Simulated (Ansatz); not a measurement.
# SO (SMILES O=S): UMP2/STO-3G

Aim: the electronic atomisation energy of SO at UMP2/STO-3G, from 3 runs. 

Program for the calculation: Ansatz 0.2.0.

47 further runs of the same task are left out: 7 that didn't finish, 40 set aside as unsound or not needed.

### 1 Starting point

SO has 2 atoms, charge 0, and is taken as a triplet. SMILES: `O=S`. The bond length is the measured one.

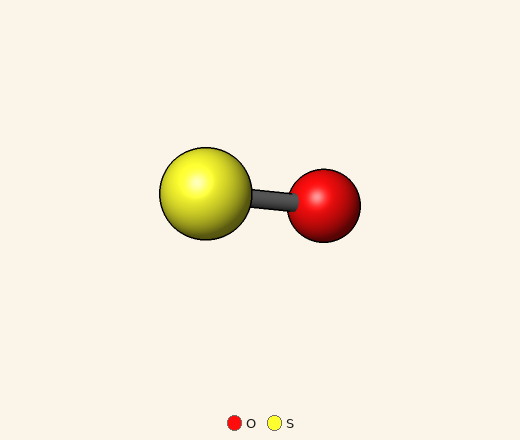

Viewed from a chosen angle; oxygen red, sulfur yellow.

### 2 The energy at UMP2/STO-3G

Contents of input.yaml:

```yaml
crystal:
  periodic: [false, false, false]
  atoms:
    - {symbol: O, position_ang: [0.000000, 0.000000, 0.000000]}
    - {symbol: S, position_ang: [0.000000, 0.000000, 1.481087]}
basis:
  gaussian:
    orbitals: STO-3G
magnetization:
  spin_polarized: true
  initial_magnetization: 2
correlation:
  method: mp2
  frozen_orbitals: {O: 1, S: 5}
accuracy: high
```

Run with:

```bash
$ ansatz run input.yaml --threads 1 --pin off --max-ram 2610MiB --events-out events.jsonl --progress --plain --runs-dir runs
```

Standard output:

```text
Warning: RAYON_NUM_THREADS=1 ignored (pool sized by the plan → 1); use --threads N
Functional definition: HF
  name "HF"
  exchange = exact_x
  correlation = 0
224 factors; integrals over basis functions are off by at most 1.8e-8 eV
mean field evaluation 1: about -12705.7633 eV, gradient 8.5e0 eV
mean field evaluation 2: about -12705.8187 eV, gradient 8.5e0 eV
mean field evaluation 4: about -12706.4684 eV, gradient 1.2e0 eV
mean field evaluation 8: about -12706.5113 eV, gradient 2.3e-2 eV
mean field evaluation 16: about -12706.5110 eV, gradient 6.0e-7 eV
mean field -12706.56588000 eV, -466.9576832704 hartree, gradient 2.1e-8 eV, S^2 2.004171; 0 other end points of the search recorded, 0 dependent functions left out
6 core orbitals not correlated: weight in the atoms' cores, before any rotation towards them, 1.000 or more for the frozen orbitals, at most 0.000 for the correlated occupied ones
reference -12706.56588000 eV, -466.9576832704 hartree; 7, 5 occupied and 1, 3 virtual orbitals, 224 factors
second order -1.60897005 eV of doubles, -0.00000000 eV of singles
Total energy: -12708.17485005 eV, -467.0168118291 hartree
```

It took 0.06 s on 1 thread of AMD EPYC 9R45 (Zen 5), shared host.

### 3 The O atom, same level

Contents of in.yaml:

```yaml
crystal:
  periodic: [false, false, false]
  atoms:
    - symbol: O
      position_ang: [0.000000, 0.000000, 0.000000]
basis:
  gaussian: {orbitals: STO-3G}
magnetization: {spin_polarized: true, initial_magnetization: 2}
correlation: {method: mp2, frozen_orbitals: {O: 1}}
accuracy: high
```

Run with:

```bash
$ ansatz run in.yaml --threads 1 --pin off --max-ram 2610MiB --events-out events.jsonl --progress --plain --runs-dir runs
```

Standard output:

```text
Warning: RAYON_NUM_THREADS=1 ignored (pool sized by the plan → 1); use --threads N
Functional definition: HF
  name "HF"
  exchange = exact_x
  correlation = 0
15 factors; integrals over basis functions are off by at most 1.1e-9 eV
mean field evaluation 1: about -2008.3132 eV, gradient 1.7e-14 eV
mean field evaluation 2: about -2008.3132 eV, gradient 0.0e0 eV
mean field -2008.31323932 eV, -73.8041502613 hartree, gradient 0.0e0 eV, S^2 2.000000; 2 other end points of the search recorded, 0 dependent functions left out
1 core orbitals not correlated: weight in the atoms' cores, before any rotation towards them, 1.000 or more for the frozen orbitals, at most 0.000 for the correlated occupied ones
reference -2008.31323932 eV, -73.8041502613 hartree; 4, 2 occupied and 0, 2 virtual orbitals, 15 factors
second order 0.00000000 eV of doubles, 0.00000000 eV of singles
Total energy: -2008.31323932 eV, -73.8041502613 hartree
```

It took 0.02 s on 1 thread of AMD EPYC 9R45 (Zen 5), shared host.

### 4 The S atom at the same level

Contents of molecule.yaml:

```yaml
crystal:
  periodic: [false, false, false]
  atoms:
    - {symbol: S, position_ang: [0.000000, 0.000000, 0.000000]}
basis:
  gaussian:
    orbitals: STO-3G
magnetization:
  spin_polarized: true
  initial_magnetization: 2
correlation:
  method: mp2
  frozen_orbitals: {S: 5}
accuracy: high
```

Run with:

```bash
$ ansatz run molecule.yaml --threads 1 --pin off --max-ram 2610MiB --events-out events.jsonl --progress --plain --runs-dir runs
```

Standard output:

```text
Warning: RAYON_NUM_THREADS=1 ignored (pool sized by the plan → 1); use --threads N
Functional definition: HF
  name "HF"
  exchange = exact_x
  correlation = 0
42 factors; integrals over basis functions are off by at most 2.2e-9 eV
mean field evaluation 1: about -10697.6155 eV, gradient 9.4e-1 eV
mean field evaluation 2: about -10697.6169 eV, gradient 9.4e-1 eV
mean field evaluation 4: about -10697.6182 eV, gradient 5.4e-6 eV
mean field evaluation 8: about -10697.6182 eV, gradient 1.6e-3 eV
mean field -10697.61824501 eV, -393.1302193981 hartree, gradient 1.5e-9 eV, S^2 2.000000; 3 other end points of the search recorded, 0 dependent functions left out
5 core orbitals not correlated: weight in the atoms' cores, before any rotation towards them, 1.000 or more for the frozen orbitals, at most 0.000 for the correlated occupied ones
reference -10697.61824501 eV, -393.1302193981 hartree; 4, 2 occupied and 0, 2 virtual orbitals, 42 factors
second order 0.00000000 eV of doubles, 0.00000000 eV of singles
Total energy: -10697.61824501 eV, -393.1302193981 hartree
```

Wall time 0.02 s (1 thread of AMD EPYC 9R45 (Zen 5), shared host).

### 5 Outcome

Level: UMP2/STO-3G, 6 core orbitals frozen.

| quantity | value |
| --- | --- |
| molecule: total energy | -467.01681 Eh |
| molecule: correlation energy (6 core orbitals frozen) | -59.1 mEh |
| molecule: ⟨S²⟩ of the reference determinant | 2.004 |
| O atom: total energy | -73.80415 Eh |
| O atom: correlation energy (1 core orbital frozen) | 0.0 mEh |
| O atom: ⟨S²⟩ of the reference determinant | 2.000 |
| S atom: total energy | -393.13022 Eh |
| S atom: correlation energy (5 core orbitals frozen) | 0.0 mEh |
| S atom: ⟨S²⟩ of the reference determinant | 2.000 |
| electronic atomisation energy | 2.243 eV |

In words: Taking the molecule apart into free atoms costs 2.24 eV (52 kcal/mol), before zero-point energy and without spin-orbit coupling. In a minimal basis such a difference can be off by several eV, whatever the method.
